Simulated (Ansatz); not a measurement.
## Ge2MoN4 (MoSi2N4-type monolayer): converging the G0W0 gap

How do accuracy and time trade against each other in G0W0 on Ge2MoN4 (MoSi2N4-type monolayer)?

Program: Ansatz 0.2.0. Level of theory: G0W0 on LDA, plane waves, PAW; PAW set soft_1. Results are calculated unless marked as measured.

### Step 1. Set-up

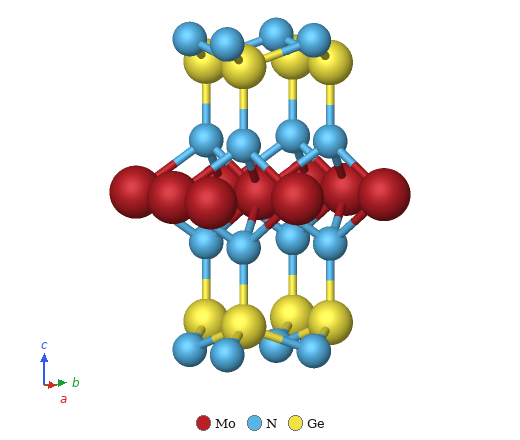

Start, viewed from the side, with the c axis up; molybdenum red, nitrogen blue, germanium yellow. 2×2×1 cells are drawn. Bonds to atoms that aren't drawn are left out. Some periodic images of atoms are drawn too.

The cell holds 7 atoms: 1 Mo, 4 N and 2 Ge. Cell: a = 2.974 Å, b = 2.974 Å, c = 37.700 Å, α = 90.0°, β = 90.0°, γ = 120.0°. Vacuum lies along c.

As a file:

```cif
data_structure
_symmetry_space_group_name_H-M 'P 1'
_symmetry_Int_Tables_number 1
_cell_length_a 2.9743
_cell_length_b 2.9743
_cell_length_c 37.7000
_cell_angle_alpha 90.000
_cell_angle_beta 90.000
_cell_angle_gamma 120.000
_cell_volume 288.84
loop_
_atom_site_label
_atom_site_type_symbol
_atom_site_fract_x
_atom_site_fract_y
_atom_site_fract_z
_atom_site_occupancy
Mo1 Mo 0.00000 0.00000 0.50000 1
N2 N 0.33333 0.66667 0.53171 1
N3 N 0.33333 0.66667 0.46829 1
Ge4 Ge 0.33333 0.66667 0.58067 1
Ge5 Ge 0.33333 0.66667 0.41933 1
N6 N 0.66667 0.33333 0.59642 1
N7 N 0.66667 0.33333 0.40358 1
```

The structure was relaxed with LDA. The runs that relaxed it are not among those shown. The Coulomb interaction is cut off across the vacuum.

### Step 2. 56 empty bands, screening to 19.5 eV

G0W0 replaces the xc potential by the self-energy, built once from these orbitals. Only a window of levels is corrected, while the sums run over the empty bands that the input names. This step takes PAW set soft_1 files.

Input file input.yaml:

```yaml
crystal:
  lattice:
    - [2.9743497379, 0.0, 0.0]
    - [-1.4871748689, 2.5758624327, 0.0]
    - [0.0, 0.0, 37.7]
  atoms:
    - { symbol: Mo, position: [0.0, 0.0, 0.5] }
    - { symbol: "N", position: [0.3333333333, 0.6666666667, 0.5317146755] }
    - { symbol: "N", position: [0.3333333333, 0.6666666667, 0.4682853245] }
    - { symbol: Ge, position: [0.3333333333, 0.6666666667, 0.5806690192] }
    - { symbol: Ge, position: [0.3333333333, 0.6666666667, 0.4193309808] }
    - { symbol: "N", position: [0.6666666667, 0.3333333333, 0.5964224723] }
    - { symbol: "N", position: [0.6666666667, 0.3333333333, 0.4035775277] }
  periodic: [true, true, false]
kpoints:
  mp_grid: { grid: [6, 6, 1] }
hamiltonian:
  xc: lda
  pseudopotentials: { kind: paw, azcp: { folder: soft_1 }, xc_functional: pbe }
scf:
  occupations: { method: fixed }
gw:
  n_empty_bands: 56
  ecut_chi: 19.5
  qp_bands: [v2, c2]
  qp_kpoints: band_edges
  screening: { model: contour_deformation }
```

Run with:

```bash
$ ansatz run input.yaml --threads 4 --pin off --max-ram 17510MiB --backend cpu --events-out ev --progress --plain --runs-dir out
```

Numbers of over 12 decimals in the logs are rounded to 6 here.

The log of the run:

```text
Engine: ansatz 0.2.0, aarch64-unknown-linux-gnu
Pseudopotentials: kind: paw
Pseudopotential: Mo, paw, valence charge 14, recommended cutoff 420 eV (normal), soft_1/Mo.paw.azcp
Pseudopotential: N, paw, valence charge 5, recommended cutoff 420 eV (normal), soft_1/N.paw.azcp
Pseudopotential: Ge, paw, valence charge 14, recommended cutoff 420 eV (normal), soft_1/Ge.paw.azcp
Functional definition: SPW92
  exchange = slater_x
  correlation = pw_c
Crystal: 7 atoms, lattice volume = 288.839 Å³
Basis set: ecut = 420 eV, 5513 PW (Γ)
Bands: 38, of which v1, the nominal top of the filled ones, is band 31 counted from 1 (30 counted from 0)
Symmetry: 12 space group operations
Space group: P-6m2 (ITA 187), of the structure as read, at distance tolerance 6.6e-5 Å
k-points: 7 of 36 (time reversal used)
Non-local potential: Mo, projectors of the file, l = 0: 3, l = 1: 2, l = 2: 2, l = 3: 1
Non-local potential: N, projectors of the file, l = 0: 2, l = 1: 2, l = 2: 1
Non-local potential: Ge, projectors of the file, l = 0: 2, l = 1: 2, l = 2: 3, l = 3: 1
PAW form: soft (Blöchl's): semilocal exchange-correlation on the pseudo side does not see the compensation charge
PAW frozen core: Mo, regenerated for the run's functional, and the local potential with it (the file was generated under x = pbe(κ = 0.804, μ = 0.219515), c = pbe(β = 0.066725))
PAW frozen core: N, regenerated for the run's functional, and the local potential with it (the file was generated under x = pbe(κ = 0.804, μ = 0.219515), c = pbe(β = 0.066725))
PAW frozen core: Ge, regenerated for the run's functional, and the local potential with it (the file was generated under x = pbe(κ = 0.804, μ = 0.219515), c = pbe(β = 0.066725))
PAW one-centre angular grid: Mo, 590 points (default); XC on 64 Gauss nodes
PAW one-centre angular grid: N, 110 points (default); XC on 64 Gauss nodes
PAW one-centre angular grid: Ge, 590 points (default); XC on 64 Gauss nodes
Initial density: superposition of atomic densities (neutral atoms: chi_scale 0, normalization atom)
Initial wavefunctions: pseudopotential atomic-orbital guess
Functional: x = slater, c = lda
SCF iter   1: F=—  HF=-14781.402690 eV  |F-HF|=—  |Δ(HF+E_count)|=         —  Δρ=9.99e-2  dr2=3.38e1  ethr=3.10e-3  ⟨swp⟩=7.1  Hψ=1374  notcnv=0  defer=32
preconditioner: auto → Resta (q_TF=auto, 2.111 Å⁻¹)  ε∞=1.8  [insulator: Δε(μ)=1.287 eV  Ē_g=18.395 eV  n_scr=24 (ndim 8)  ℏωp=16.1 eV  f_vac=0.716  ε∞_Penn≈1.8  vacuum switching on, ρ_ref=2.5e-2 e/Å³]
SCF iter   2: F=—  HF=-14775.587428 eV  |F-HF|=—  |Δ(HF+E_count)|=    5.82e0  Δρ=7.08e-2  dr2=2.40e1  ethr=3.10e-3  ⟨swp⟩=5.7  Hψ=897  notcnv=0  defer=33
SCF iter   3: F=—  HF=-14772.894861 eV  |F-HF|=—  |Δ(HF+E_count)|=    2.69e0  Δρ=2.34e-2  dr2=2.62e0  ethr=3.10e-3  ⟨swp⟩=4.9  Hψ=738  notcnv=0  defer=33
SCF iter   4: F=—  HF=-14772.457292 eV  |F-HF|=—  |Δ(HF+E_count)|=   4.38e-1  Δρ=1.22e-2  dr2=3.04e-1  ethr=3.10e-3  ⟨swp⟩=3.0  Hψ=480  notcnv=0  defer=30
SCF iter   5: F=—  HF=-14772.436924 eV  |F-HF|=—  |Δ(HF+E_count)|=   2.04e-2  Δρ=6.66e-3  dr2=1.58e-1  ethr=4.91e-4  ⟨swp⟩=3.6  Hψ=641  notcnv=0  defer=35
SCF iter   6: F=—  HF=-14772.412062 eV  |F-HF|=—  |Δ(HF+E_count)|=   2.49e-2  Δρ=2.64e-3  dr2=4.09e-2  ethr=2.55e-4  ⟨swp⟩=3.0  Hψ=440  notcnv=0  defer=35
SCF iter   7: F=—  HF=-14772.406032 eV  |F-HF|=—  |Δ(HF+E_count)|=   6.03e-3  Δρ=5.38e-4  dr2=9.64e-4  ethr=6.59e-5  ⟨swp⟩=3.3  Hψ=575  notcnv=0  defer=35
SCF iter   8: F=—  HF=-14772.405745 eV  |F-HF|=—  |Δ(HF+E_count)|=   2.87e-4  Δρ=1.06e-4  dr2=1.58e-5  ethr=1.55e-6  ⟨swp⟩=4.1  Hψ=753  notcnv=0  defer=35
SCF iter   9: F=—  HF=-14772.405743 eV  |F-HF|=—  |Δ(HF+E_count)|=   1.84e-6  Δρ=4.33e-5  dr2=9.42e-6  ethr=2.54e-8  ⟨swp⟩=3.4  Hψ=617  notcnv=0  defer=34
SCF iter  10: F=—  HF=-14772.405742 eV  |F-HF|=—  |Δ(HF+E_count)|=   1.26e-6  Δρ=1.10e-5  dr2=3.27e-7  ethr=1.52e-8  ⟨swp⟩=3.6  Hψ=487  notcnv=0  defer=34
SCF iter  11: F=-14772.405742 eV  HF=-14772.405742 eV  |F-HF|=4.66e-10  |Δ(HF+E_count)|=   1.28e-9  Δρ=2.92e-6  dr2=1.48e-8  ethr=1.61e-10  ⟨swp⟩=21.1  Hψ=1541  notcnv=0
SCF 1 converged in 11 iterations: F = -14772.405742 eV  dr2 = 1.48e-8
  greatest PAW one-centre occupation: 0.999 electrons in one spin orbital (limit 2), on the Ge atom at site 4 (counted from 0), in its partial waves of l = 2
NSCF: frozen V_eff on 7 k-points
G₀W₀ screening: q 1/7
[... further progress lines ...]
SCF converged after 11 iterations
Free energy (F): -14772.405742 eV
Harris-Foulkes:  -14772.405742 eV  (|F-HF|=4.66e-10)
Internal energy: -14772.405742 eV  (E = F + TS)
E sigma→0 (E₀):  -14772.405742 eV
Fermi energy:    -5.717392 eV
--- Per-component energies (eV) ---
  E_band       = -1456.349001
  E_kinetic    = 1126.421044
  E_local      = -297717.916393  (includes V_loc(G=0)·N_el)
  E_nonlocal   = 750.895001
  E_hartree    = 147945.712948
  E_xc         = -552.340481
  E_vxc        = -649.529038  (∫ρ·V_xc dr)
  E_paw        = -7455.478363  (= ΣΔE_a)
  E_vpaw       = -857.670567  (= ΣTr[D̂ρ^β])
  E_aug_tail   = 0.003548  (compensation charges beyond the density's cutoff)
  E_ewald      = 141125.687310
  E_core_change = 4.609645  (= ΣΔE_core)
  E_smearing   = -0.000000  (= −TS)
  E_closure    = 0.000000  (closes the sum)
  Σ components = -14772.405742   (vs F -14772.405742, Δ=0.00e0)
--- Band table (eV; the first three rows and the last of 7) ---
  k-point 0: bands = [... 27 lower, -8.5053, -8.5053, -7.7135, -5.7174, -3.3894, -3.3231, -2.9720, -2.9720, ... 3 higher]
  k-point 1: bands = [... 27 lower, -8.9657, -8.9347, -7.5947, -6.1804, -3.5280, -3.1948, -3.0457, -2.2965, ... 3 higher]
  k-point 2: bands = [... 27 lower, -8.8914, -8.6200, -7.8288, -7.0096, -3.2602, -3.2140, -2.9301, -2.0709, ... 3 higher]
  k-point 6: bands = [... 27 lower, -8.6975, -8.3736, -8.1526, -6.4291, -4.6960, -2.3246, -1.5658, -0.9787, ... 3 higher]
--- G₀W₀: contour deformation, 7 samples at zero and on the imaginary axis and 2 off it, 36 q-points, 56 empty bands' worth ---
  eigenvalues of the whole cell's RPA ε∞ on this k-mesh (on a slab, of 1 + 4πα/V) = 1.2127, 3.6589, 3.6589; static W/v taken at q = 0 is 0.448277
  gw.qp_kpoints: band_edges: 6 of 7 stored k-points solved, in 1 pass; an edge of the gap read off the rows below is read off those points alone
    valence top: of the k-points left out ik 4 came nearest to being solved in a further pass, in band 31 (counted from 1, as in the quasiparticle table): it holds the edge there only if its correction is more favourable than any solved in that band by at least 1.177 eV; those differ by 0.329 eV
    conduction bottom: of the k-points left out ik 4 came nearest to being solved in a further pass, in band 33 (counted from 1, as in the quasiparticle table): it holds the edge there only if its correction is more favourable than any solved in that band by at least 1.450 eV; those differ by 0.620 eV
  `?` marks the rows in doubt; gw_qp.tsv's column doubts and the gw_qp event give each row's grounds
    ik  band        ε_KS         Σx   Σc(E_QP)       V_xc       Z   E_QP_lin       E_QP  E_QP is
     0    30     -7.7135   -21.3735     3.3478   -18.0931  0.7791    -7.6466    -7.6462  root
     0    31     -5.7174   -20.1942     1.2944   -19.9092  0.7687    -4.7225    -4.7080  root
     0    32     -3.3894   -12.9104    -3.5321   -18.0437  0.7846    -1.6226    -1.7882  root ?
     0    33     -3.3231   -12.3810    -3.7033   -17.7138  0.7907    -1.5083    -1.6936  root ?
     1    30     -7.5947   -21.9496     3.4484   -18.6341  0.7688    -7.4622    -7.4618  root
     1    31     -6.1804   -20.8403     1.9013   -19.8725  0.7603    -5.2617    -5.2468  root
     1    32     -3.5280   -13.7564    -3.4979   -18.8733  0.7748    -1.7271    -1.9090  root ?
     1    33     -3.1948   -13.8598    -4.1272   -19.7114  0.7707    -1.2269    -1.4704  root ?
     2    30     -7.8288   -21.8273     3.6402   -18.2067  0.7620    -7.8093    -7.8093  root
     2    31     -7.0096   -20.1803     2.1695   -18.8530  0.7521    -6.1823    -6.1673  root
     2    32     -3.2602   -15.1645    -3.6960   -20.5399  0.7587    -1.3467    -1.5808  root ?
     2    33     -3.2140   -16.2245    -3.6054   -21.9682  0.7523    -1.1183    -1.0757  root ?
     3    30     -7.7526   -21.7986     3.7640   -17.9664  0.7619    -7.8209    -7.8208  root
     3    31     -6.8183   -20.0094     2.0966   -18.6970  0.7605    -6.0464    -6.0341  root
     3    32     -3.3715   -10.3264    -3.8008   -15.6329  0.7926    -1.7370    -1.8658  root ?
     3    33     -3.1721   -16.9191    -3.8576   -23.0257  0.7470    -0.9451    -0.9231  root
     5    30     -7.9483   -21.8627     3.7773   -18.0444  0.7605    -7.9893    -7.9893  root
     5    31     -6.9366   -20.5627     2.0074   -19.5069  0.7561    -6.0012    -5.9850  root
     5    32     -3.7466   -16.9133    -3.3810   -22.0514  0.7522    -1.7470    -1.9895  root ?
     5    33     -2.6814   -16.1807    -4.0048   -22.3492  0.7436    -0.5692    -0.5177  root
     6    30     -8.1526   -21.3876     3.7779   -17.4427  0.7537    -8.3199    -8.3196  root
     6    31     -6.4291   -20.6598     1.5398   -20.2328  0.7646    -5.3347    -5.3163  root
     6    32     -4.6960   -17.0088    -2.5504   -21.3226  0.7592    -2.8104    -2.9326  root ?
     6    33     -2.3246   -15.6733    -4.1677   -21.9759  0.7440    -0.2277    -0.1897  root
```

Run time: 43 s. Hardware: 4 threads of Arm Neoverse N1, shared host; peak memory 0.85 GiB; 2.7 min of CPU time.

This step gave:

| Property | Result |
| --- | --- |
| bands summed | 87 |
| plane waves in the screening matrix | 27 |
| q-points in the mesh | 36 |
| G0W0 gap on the mesh | 1.775 eV |
| k of the valence top | 0, 0, 0 |
| k of the conduction bottom | 0.3333, 0.3333, 0 |
| starting gap on the mesh | 1.021 eV |
| Z at the valence top | 0.7687 |
| Z at the conduction bottom | 0.7592 |
| least direct G0W0 gap on the computed points | 2.384 eV |

The gap on the mesh goes from 1.02 eV to 1.78 eV, a correction of +0.75 eV. The program marks an edge row as in doubt. Between the two edge states, bare exchange in place of the xc potential would open the gap by 4.60 eV, and correlation takes back 3.84 eV.

### Step 3. 159 empty bands, screening to 39 eV

Bands and screening cutoff are moved together, since each hides the error of the other.

Changes to input.yaml since step 2:

```diff
@@ -22,4 +22,4 @@
 gw:
-  n_empty_bands: 56
-  ecut_chi: 19.5
+  n_empty_bands: 159
+  ecut_chi: 39.0
   qp_bands: [v2, c2]
```

The log of the run:

```text
[...]
Crystal: 7 atoms, lattice volume = 288.839 Å³
Basis set: ecut = 420 eV, 5513 PW (Γ)
Bands: 38, of which v1, the nominal top of the filled ones, is band 31 counted from 1 (30 counted from 0)
Symmetry: 12 space group operations
[...]
k-points: 7 of 36 (time reversal used)
[...]
SCF iter   1: F=—  HF=-14781.402690 eV  |F-HF|=—  |Δ(HF+E_count)|=         —  Δρ=9.99e-2  dr2=3.38e1  ethr=3.10e-3  ⟨swp⟩=7.1  Hψ=1374  notcnv=0  defer=32
[...]
SCF iter  11: F=-14772.405742 eV  HF=-14772.405742 eV  |F-HF|=4.66e-10  |Δ(HF+E_count)|=   1.28e-9  Δρ=2.92e-6  dr2=1.48e-8  ethr=1.61e-10  ⟨swp⟩=21.1  Hψ=1541  notcnv=0
SCF 1 converged in 11 iterations: F = -14772.405742 eV  dr2 = 1.48e-8
[...]
NSCF: frozen V_eff on 7 k-points
G₀W₀ screening: q 1/7
[... further progress lines ...]
SCF converged after 11 iterations
Free energy (F): -14772.405742 eV
[...]
Internal energy: -14772.405742 eV  (E = F + TS)
E sigma→0 (E₀):  -14772.405742 eV
Fermi energy:    -5.717392 eV
[...]
--- Band table (eV; the first three rows and the last of 7) ---
  k-point 0: bands = [... 27 lower, -8.5053, -8.5053, -7.7135, -5.7174, -3.3894, -3.3231, -2.9720, -2.9720, ... 3 higher]
  k-point 1: bands = [... 27 lower, -8.9657, -8.9347, -7.5947, -6.1804, -3.5280, -3.1948, -3.0457, -2.2965, ... 3 higher]
  k-point 2: bands = [... 27 lower, -8.8914, -8.6200, -7.8288, -7.0096, -3.2602, -3.2140, -2.9301, -2.0709, ... 3 higher]
  k-point 6: bands = [... 27 lower, -8.6975, -8.3736, -8.1526, -6.4291, -4.6960, -2.3246, -1.5658, -0.9787, ... 3 higher]
[...]
0    30     -7.7135   -21.3735     3.3793   -18.0931  0.7616    -7.6150    -7.6146  root
     0    31     -5.7174   -20.1942     0.9936   -19.9092  0.7570    -5.0162    -5.0089  root
     0    32     -3.3894   -12.9104    -3.7376   -18.0437  0.7741    -1.9055    -1.9937  root
     0    33     -3.3231   -12.3810    -3.8923   -17.7138  0.7809    -1.7812    -1.8825  root ?
     1    30     -7.5947   -21.9496     3.4923   -18.6341  0.7518    -7.4185    -7.4179  root
     1    31     -6.1804   -20.8403     1.5856   -19.8725  0.7481    -5.5694    -5.5626  root
     1    32     -3.5280   -13.7564    -3.7324   -18.8733  0.7623    -2.0523    -2.1436  root
     1    33     -3.1948   -13.8598    -4.4273   -19.7114  0.7580    -1.6672    -1.7705  root ?
     2    30     -7.8288   -21.8273     3.6934   -18.2067  0.7449    -7.7562    -7.7560  root
     2    31     -7.0096   -20.1803     1.8225   -18.8530  0.7416    -6.5199    -6.5144  root
     2    32     -3.2602   -15.1645    -3.9611   -20.5399  0.7457    -1.7324    -1.8460  root ?
     2    33     -3.2140   -16.2245    -4.2590   -21.9682  0.7380    -1.5997    -1.7293  root ?
[...]
3    33     -3.1721   -16.9191    -4.5829   -23.0257  0.7332    -1.5056    -1.6485  root ?
[...]
5    31     -6.9366   -20.5627     1.6521   -19.5069  0.7441    -6.3469    -6.3404  root
     5    32     -3.7466   -16.9133    -3.6799   -22.0514  0.7382    -2.1769    -2.2884  root ?
     5    33     -2.6814   -16.1807    -4.6851   -22.3492  0.7311    -1.0511    -1.1980  root ?
     6    30     -8.1526   -21.3876     3.8132   -17.4427  0.7378    -8.2845    -8.2843  root
     6    31     -6.4291   -20.6598     1.1632   -20.2328  0.7511    -5.7013    -5.6929  root
     6    32     -4.6960   -17.0088    -2.8997   -21.3226  0.7461    -3.2177    -3.2820  root
     6    33     -2.3246   -15.6733    -4.8272   -21.9759  0.7320    -0.6954    -0.8492  root ?
```

Elapsed: 98 s, on 4 threads; peak memory 1.5 GiB; 6.2 min of CPU time.

Numbers from this step:

* bands summed: 190
* plane waves in the screening matrix: 189
* q-points in the mesh: 36
* G0W0 gap on the mesh: 1.727 eV
* k of the valence top: 0, 0, 0
* k of the conduction bottom: 0.3333, 0.3333, 0
* starting gap on the mesh: 1.021 eV
* Z at the valence top: 0.7570
* Z at the conduction bottom: 0.7461
* least direct G0W0 gap on the computed points: 2.411 eV

Against the run with 6×6×1 mesh, 56 empty bands, screening to 19.5 eV, PAW set soft_1 files, the gap moves by −0.05 eV.

### Step 4. 343 empty bands, screening to 65 eV

Changes to input.yaml since step 3:

```diff
@@ -21,5 +21,6 @@
   occupations: { method: fixed }
+  convergence: { dr2_threshold: 1.0e-10 }
 gw:
-  n_empty_bands: 159
-  ecut_chi: 39.0
+  n_empty_bands: 343
+  ecut_chi: 65.0
   qp_bands: [v2, c2]
```

The log of the run:

```text
[...]
Crystal: 7 atoms, lattice volume = 288.839 Å³
Basis set: ecut = 420 eV, 5513 PW (Γ)
Bands: 38, of which v1, the nominal top of the filled ones, is band 31 counted from 1 (30 counted from 0)
Symmetry: 12 space group operations
[...]
k-points: 7 of 36 (time reversal used)
[...]
1    33     -3.1949   -13.8599    -4.6566   -19.7115  0.7524    -1.9421    -1.9999  root
[...]
6    30     -8.1527   -21.3876     3.6389   -17.4428  0.7316    -8.4600    -8.4586  root
     6    31     -6.4291   -20.6598     0.8650   -20.2328  0.7449    -5.9944    -5.9912  root
     6    32     -4.6961   -17.0088    -3.1973   -21.3226  0.7395    -3.5444    -3.5797  root
     6    33     -2.3247   -15.6733    -5.0862   -21.9760  0.7262    -1.0280    -1.1083  root
[key lines of the parts left out:]
SCF converged after 14 iterations
Free energy (F): -14772.405742 eV
Fermi energy:    -5.717444 eV
```

It took 5.8 min on 4 threads; peak memory 3.1 GiB; 22 min of CPU time.

This step gave:

- bands summed: 374
- plane waves in the screening matrix: 283
- G0W0 gap on the mesh: 1.700 eV
- k of the valence top: 0, 0, 0
- k of the conduction bottom: 0.3333, 0.3333, 0
- starting gap on the mesh: 1.021 eV
- least direct G0W0 gap on the computed points: 2.412 eV

Against the run with 6×6×1 mesh, 159 empty bands, screening to 39 eV, PAW set soft_1 files, the gap moves by −0.03 eV.

### Step 5. 631 empty bands, screening to 97.5 eV

Changes to input.yaml since step 4:

```diff
@@ -21,6 +21,5 @@
   occupations: { method: fixed }
-  convergence: { dr2_threshold: 1.0e-10 }
 gw:
-  n_empty_bands: 343
-  ecut_chi: 65.0
+  n_empty_bands: 631
+  ecut_chi: 97.5
   qp_bands: [v2, c2]
```

The log of the run:

```text
[...]
Crystal: 7 atoms, lattice volume = 288.839 Å³
Basis set: ecut = 420 eV, 5513 PW (Γ)
Bands: 38, of which v1, the nominal top of the filled ones, is band 31 counted from 1 (30 counted from 0)
Symmetry: 12 space group operations
[...]
k-points: 7 of 36 (time reversal used)
[...]
1    33     -3.1948   -13.8598    -4.8175   -19.7114  0.7490    -2.1193    -2.1607  root
[...]
6    30     -8.1526   -21.3876     3.4560   -17.4427  0.7284    -8.6468    -8.6415  root
     6    31     -6.4291   -20.6598     0.6446   -20.2328  0.7417    -6.2123    -6.2115  root
     6    32     -4.6960   -17.0088    -3.3897   -21.3226  0.7348    -3.7409    -3.7719  root
     6    33     -2.3246   -15.6733    -5.2719   -21.9759  0.7222    -1.2414    -1.2939  root
[key lines of the parts left out:]
SCF converged after 11 iterations
Free energy (F): -14772.405742 eV
Fermi energy:    -5.717392 eV
```

Run time: 22 min. Hardware: 4 threads; peak memory 7.1 GiB.

This step gave:

```
bands summed                                 : 662
plane waves in the screening matrix          : 679
G0W0 gap on the mesh                         : 1.716 eV
k of the valence top                         : 0, 0, 0
k of the conduction bottom                   : 0.3333, 0.3333, 0
starting gap on the mesh                     : 1.021 eV
least direct G0W0 gap on the computed points : 2.440 eV
```

Against the run with 6×6×1 mesh, 343 empty bands, screening to 65 eV, PAW set soft_1 files, the gap moves by +0.016 eV.

[end of part 1 of 2]

[Paths, hosts, dates, memory and timing lines, banners, echoed tables and standing remarks are left out of the program output.]

[Logs are printed without paths, hosts, clocks, repeated set-up lines and the standing remarks that a program may print on its own settings, such as how far it seeks lower states.]

[Runs of the session that timed out or met a known fault of the program may be left out.]

[Cells called generated may have been cut or substituted from an entry of the Crystallography Open Database or the Materials Project.]

[Hosts, paths, dates, database ids (printed as entryN), source tags and the programs' standing remarks are cut or masked in the printed files.]
